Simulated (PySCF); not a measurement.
```xyz
9

O     0.7126   -1.6188   -1.4187
C     0.9246   -0.8132   -0.5609
C     0.1817    0.4717   -0.3800
Cl    0.7690    1.7015   -1.4543
C    -0.7968    0.7218    0.4859
O    -1.3315   -0.1623    1.3485
H     1.7460   -0.9539    0.1739
H    -1.2636    1.6931    0.5601
H    -0.9420   -1.0398    1.2453
```

Geometry: GFN2-xTB.

The calculation used BHandHLYP/pcSseg-1, SCF density, gas phase, non-relativistic (PySCF 2.14.0).

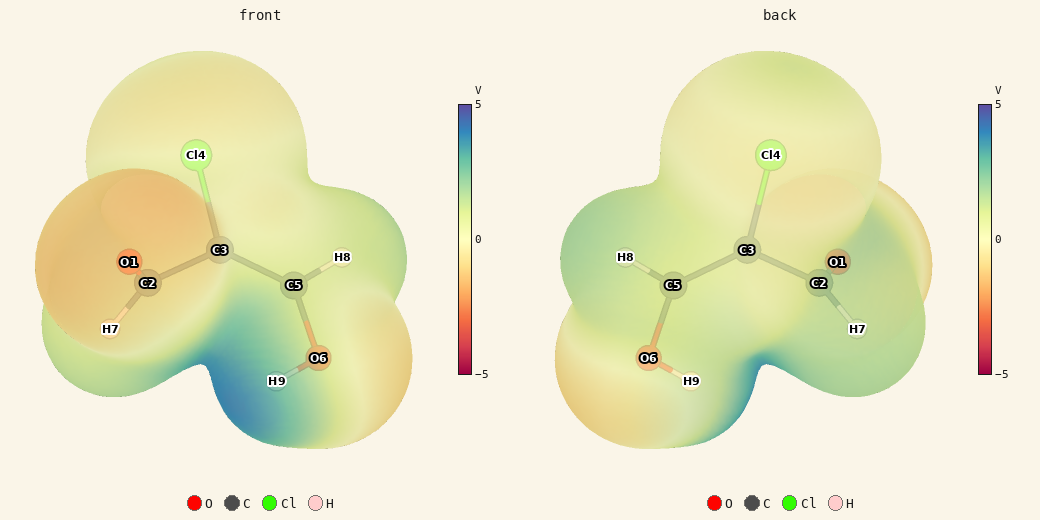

C₃H₃ClO₂ (SMILES O=C/C(Cl)=C\O). The electrostatic potential painted on the density surface at 0.004 e/bohr³, seen from the front and from behind; the colour scale runs from red (negative) to blue (positive).

Where is the surface potential most negative and most positive?

The most negative region (about −1.6 V) lies over O1, the most positive (about +4.0 V) over H9. Cl4 shows a σ-hole: about +1.1 V at the tip opposite its bond, against about −0.3 V on its flanks. O1 is the likeliest acceptor of a hydrogen bond.

How polar is the molecule by this calculation?

Its dipole moment is 2.36 D.
